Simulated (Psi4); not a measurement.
# One shape, several levels: H2O3 (trioxidane)

Wanted: a comparison of 3 runs (HF/STO-3G, HF/6-311G**, LCCD/6-31+G*) of H2O3 (trioxidane). 

Program for the calculation: Psi4 1.11.

4 further runs of the same task are left out: 3 that didn't finish, 1 set aside as unsound or not needed.

## 1. The structure to begin with

H2O3: 5 atoms, total charge 0, spin state singlet. SMILES: `OOO`. The shape is that of a GFN2-xTB optimisation. This is a higher conformer, about 11 kJ/mol above the lowest found by a separate search.

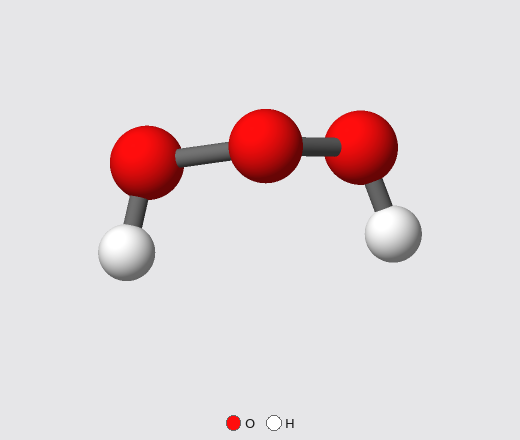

Viewed from a chosen angle; oxygen red, hydrogen white.

## 2. Energy and gradient at HF/STO-3G (run 1)

h2o3.json reads:

```json
{
 "schema_name": "qcschema_input",
 "schema_version": 1,
 "molecule": {
  "schema_name": "qcschema_molecule",
  "schema_version": 2,
  "symbols": ["O", "O", "O", "H", "H"],
  "geometry": [-1.8595283, -1.30903218, -0.26032867, -0.24005191, -0.09276666, 1.41202226, 2.2231305, -0.10731755, 0.49533501, -2.6054221, -0.00287238, -1.31519269, 2.48185291, 1.51198877, -0.33183591],
  "molecular_charge": 0,
  "molecular_multiplicity": 1,
  "fix_symmetry": "c1",
  "fix_com": true,
  "fix_orientation": true
 },
 "driver": "gradient",
 "model": {
  "method": "hf",
  "basis": "STO-3G"
 },
 "keywords": {
  "reference": "rhf",
  "puream": true,
  "e_convergence": 1e-09,
  "d_convergence": 1e-08,
  "scf_type": "pk",
  "scf_properties": ["WIBERG_LOWDIN_INDICES", "QUADRUPOLE", "DIPOLE"]
 }
}
```

Command:

```bash
$ psi4 --qcschema h2o3.json -n 1 --memory 1600MB
```

stdout:

```text
[...]
  Running in c1 symmetry.
[...]
  Nuclear repulsion =   79.947326012245895
[...]
  Multiplicity = 1
[...]
  Nalpha       = 13
  Nbeta        = 13
[...]
    Number of basis functions: 17
[...]
   @RHF iter   1:  -222.51716226287485   -1.89843e+00   1.46232e-02 DIIS/ADIIS
[...]
   @RHF iter  10:  -222.57083029682082   -7.95808e-13   6.20481e-09 DIIS
[...]
    Orbital Energies [Eh]
    ---------------------
    Doubly Occupied:
       1A    -20.393203     2A    -20.340635     3A    -20.340365
       4A     -1.487183     5A     -1.295502     6A     -1.047853
       7A     -0.648918     8A     -0.642022     9A     -0.563198
      10A     -0.507293    11A     -0.409997    12A     -0.391185
      13A     -0.365631
[...]
  @RHF Final Energy:  -222.57083029682082
   => Energetics <=
    Nuclear Repulsion Energy =             79.9473260122458953
    One-Electron Energy =                -468.1703411889378117
    Two-Electron Energy =                 165.6521848798710721
    Total Energy =                       -222.5708302968208159
[...]
 Multipole Moments:
 ------------------------------------------------------------------------------------
     Multipole            Electronic (a.u.)      Nuclear  (a.u.)        Total (a.u.)
 ------------------------------------------------------------------------------------
 L = 1.  Multiply by 2.5417464519 to convert [e a0] to [Debye]
 Dipole X            :         -1.0007047            0.8648331           -0.1358716
 Dipole Y            :         11.4728249          -10.5638147            0.9090102
 Dipole Z            :        -12.1996366           11.5292002           -0.6704364
 Magnitude           :                                                    1.1376491
 L = 2.  Multiply by 1.3450342976 to convert [e a0^2] to [Debye ang]
 Quadrupole XX       :        -91.0135662           80.6100553          -10.4035109
 Quadrupole XY       :        -21.1358068           21.5029797            0.3671729
[...]
  -Total Gradient:
     Atom            X                  Y                   Z
    ------   -----------------  -----------------  -----------------
       1       -0.025986589298     0.045271676051    -0.014713759734
       2        0.007866552488    -0.022737726823    -0.009734273735
       3        0.002489090550     0.054045806291    -0.008824808448
       4        0.008609687831    -0.037789640551     0.017141700531
       5        0.007021258429    -0.038790114968     0.016131141387
[...]
```

The result, in JSON:

```text
{
 "driver": "gradient",
 "model": {
  "method": "hf",
  "basis": "STO-3G"
 },
 "success": true,
 "return_result": [-0.025986589297895796, 0.04527167605138971, -0.014713759734056947, 0.0078665524884131, -0.022737726823306076, -0.009734273735330146, 0.0024890905501878113, 0.05404580629053013, -0.008824808448327913, 0.008609687830644919, -0.037789640550523695, 0.01714170053076297, 0.00702125842851406, -0.038790114967872824, 0.01613114138678043],
 "properties": {
  "calcinfo_nbasis": 17,
  "calcinfo_nmo": 17,
  "calcinfo_nalpha": 13,
  "calcinfo_nbeta": 13,
  "calcinfo_natom": 5,
  "nuclear_repulsion_energy": 79.9473260122459,
  "return_energy": -222.57083029682082,
  "return_gradient": [-0.025986589297895796, 0.04527167605138971, -0.014713759734056947, 0.0078665524884131, -0.022737726823306076, -0.009734273735330146, 0.0024890905501878113, 0.05404580629053013, -0.008824808448327913, 0.008609687830644919, -0.037789640550523695, 0.01714170053076297, 0.00702125842851406, -0.038790114967872824, 0.01613114138678043],
  "scf_one_electron_energy": -468.1703411889378,
  "scf_two_electron_energy": 165.65218487987107,
  "scf_dipole_moment": [-0.1358715647695703, 0.9090101625987579, -0.6704364144215837],
  "scf_total_energy": -222.57083029682082,
  "scf_total_gradient": [-0.025986589297895796, 0.04527167605138971, -0.014713759734056947, 0.0078665524884131, -0.022737726823306076, -0.009734273735330146, 0.0024890905501878113, 0.05404580629053013, -0.008824808448327913, 0.008609687830644919, -0.037789640550523695, 0.01714170053076297, 0.00702125842851406, -0.038790114967872824, 0.01613114138678043],
  "scf_iterations": 10
 }
}
```

Run time: 2.1 s. Hardware: 1 thread of Intel Xeon Platinum 8488C (Sapphire Rapids), shared host; peak memory 0.18 GiB.

## 3. Energy and gradient at HF/6-311G(d,p) (run 2)

run.py reads:

```python
import numpy as np
from ase.calculators.psi4 import Psi4
from ase import Atoms

mol = Atoms(['O', 'O', 'O', 'H', 'H'], positions=[
    [-0.984020, -0.692710, -0.137760],
    [-0.127030, -0.049090, 0.747210],
    [1.176430, -0.056790, 0.262120],
    [-1.378730, -0.001520, -0.695970],
    [1.313340, 0.800110, -0.175600],
])
calc = Psi4(atoms=mol, method='scf', basis='6-311G**', memory='1600MB', num_threads=1, charge=0, multiplicity=1, label='calc', reference='rhf')
calc.psi4.set_options({'puream': True, 'e_convergence': 1e-09, 'd_convergence': 1e-08, 'scf_type': 'pk'})
mol.calc = calc

forces = mol.get_forces()
print(f'energy: {mol.get_potential_energy():.6f} eV')
print('forces / eV A^-1')
print(np.round(forces, 5))
```

Command:

```bash
$ python run.py
```

calc.dat:

```text
[...]
  Running in c1 symmetry.
[...]
  Nuclear repulsion =   79.947325903198717
[...]
  Multiplicity = 1
[...]
  Nalpha       = 13
  Nbeta        = 13
[...]
    Number of basis functions: 66
[...]
   @RHF iter   1:  -225.51748671402720   -8.76002e-01   6.81946e-03 DIIS/ADIIS
[...]
   @RHF iter  13:  -225.59980080415014   -2.92744e-12   4.44349e-09 DIIS
[...]
    Orbital Energies [Eh]
    ---------------------
    Doubly Occupied:
       1A    -20.693762     2A    -20.637006     3A    -20.636961
       4A     -1.570508     5A     -1.378667     6A     -1.136731
       7A     -0.763322     8A     -0.753112     9A     -0.685185
      10A     -0.627037    11A     -0.521193    12A     -0.510159
      13A     -0.489737
[...]
  @RHF Final Energy:  -225.59980080415014
   => Energetics <=
    Nuclear Repulsion Energy =             79.9473259031987169
    One-Electron Energy =                -470.2874935570180241
    Two-Electron Energy =                 164.7403668496691864
    Total Energy =                       -225.5998008041501350
[...]
 Multipole Moments:
 ------------------------------------------------------------------------------------
     Multipole            Electronic (a.u.)      Nuclear  (a.u.)        Total (a.u.)
 ------------------------------------------------------------------------------------
 L = 1.  Multiply by 2.5417464519 to convert [e a0] to [Debye]
 Dipole X            :         -0.0705097           -0.0980122           -0.1685219
 Dipole Y            :         -0.0568739            1.1970691            1.1401952
 Dipole Z            :          0.4554456           -1.3064646           -0.8510190
 Magnitude           :                                                    1.4327170
[...]
  -Total Gradient:
     Atom            X                  Y                   Z
    ------   -----------------  -----------------  -----------------
       1       -0.009314081903    -0.021379304835     0.006060719813
       2       -0.002720573378    -0.002206654277     0.017164039159
       3        0.016635097241    -0.013952103301     0.010110468094
       4       -0.016081467002     0.014618193894    -0.019619574006
       5        0.011481025042     0.022919868519    -0.013715653060
[...]
```

Standard output:

```text
energy: -6138.883267 eV
forces / eV A^-1
[[ 0.47895  1.09937 -0.31165]
 [ 0.1399   0.11347 -0.88261]
 [-0.85541  0.71745 -0.5199 ]
 [ 0.82694 -0.7517   1.00888]
 [-0.59038 -1.17859  0.70529]]
```

Wall time 3.6 s (1 thread of Intel Xeon Platinum 8488C (Sapphire Rapids), shared host); peak memory 0.24 GiB.

## 4. The energy at LCCD/6-31+G(d) (fitted SCF, Cartesian functions) (run 3)

calc.dat reads:

```
memory 1600 MB

molecule mol {
  0 1
  O     -0.984020    -0.692710    -0.137760
  O     -0.127030    -0.049090     0.747210
  O      1.176430    -0.056790     0.262120
  H     -1.378730    -0.001520    -0.695970
  H      1.313340     0.800110    -0.175600
  units angstrom
  symmetry c1
  no_reorient
  no_com
}

set basis 6-31+G*
set reference rhf
set cc_type conv

energy('lccd')
```

Command:

```bash
$ psi4 -n 1 calc.dat calc.out
```

calc.out:

```text
[...]
  Running in c1 symmetry.
[...]
  Nuclear repulsion =   79.947325903198717
[...]
  Multiplicity = 1
[...]
  Nalpha       = 13
  Nbeta        = 13
[...]
    Number of basis functions: 61
[...]
   @RHF iter   1:  -225.45351858266426   -7.96551e-01   6.70153e-03 ADIIS/DIIS
[...]
   @RHF iter  13:  -225.53286966618865   -3.15481e-12   5.06521e-09 DIIS
[...]
    Orbital Energies [Eh]
    ---------------------
    Doubly Occupied:
       1A    -20.716587     2A    -20.661210     3A    -20.661168
       4A     -1.577520     5A     -1.385795     6A     -1.143125
       7A     -0.770175     8A     -0.760187     9A     -0.690851
      10A     -0.632988    11A     -0.524867    12A     -0.514932
      13A     -0.494069
[...]
  @RHF Final Energy:  -225.53286966618865
   => Energetics <=
    Nuclear Repulsion Energy =             79.9473259031987169
    One-Electron Energy =                -469.8934445448511497
    Two-Electron Energy =                 164.4132489754638016
    Total Energy =                       -225.5328696661886454
[...]
 Multipole Moments:
 ------------------------------------------------------------------------------------
     Multipole            Electronic (a.u.)      Nuclear  (a.u.)        Total (a.u.)
 ------------------------------------------------------------------------------------
 L = 1.  Multiply by 2.5417464519 to convert [e a0] to [Debye]
 Dipole X            :         -1.0416386            0.8648332           -0.1768054
 Dipole Y            :         11.7337922          -10.5638147            1.1699775
 Dipole Z            :        -12.3808294           11.5292002           -0.8516292
 Magnitude           :                                                    1.4578683
[...]
      * SCS-MP2 total energy:                 -226.082198017392
[...]
      * MP2 total energy:                     -226.100111181910
[...]
```

It took 8.1 s on 1 thread of Intel Xeon Platinum 8488C (Sapphire Rapids), shared host; peak memory 0.29 GiB.

## 5. All runs side by side

```
run                                           level      task  integrals  energy (Eh)  dipole moment (D)  HOMO energy (eV)  LUMO energy (eV)  wall time
  1                                       HF/STO-3G  gradient         pk  -222.570830               2.89             -9.95             11.89      2.1 s
  2                                     HF/6-311G**  gradient         pk  -225.599801               3.64            -13.33              3.58      3.6 s
  3  LCCD/6-31+G* (fitted SCF, Cartesian functions)    energy         df  -226.121898                  –            -13.44              3.75      8.1 s
```

## 6. Results

| quantity | value |
| --- | --- |
| run 3: total energy | -226.12190 Eh |
| run 3: HOMO energy (Hartree–Fock orbitals) | -13.44 eV |
| run 3: LUMO energy (Hartree–Fock orbitals) | 3.75 eV |
| run 3: HOMO–LUMO gap (Hartree–Fock orbitals) | 17.20 eV |
| run 3: correlation energy | -589.0 mEh |

In words: In run 1 the basis is minimal, so the values are rough. All runs together took 14 s, the longest 8.1 s.
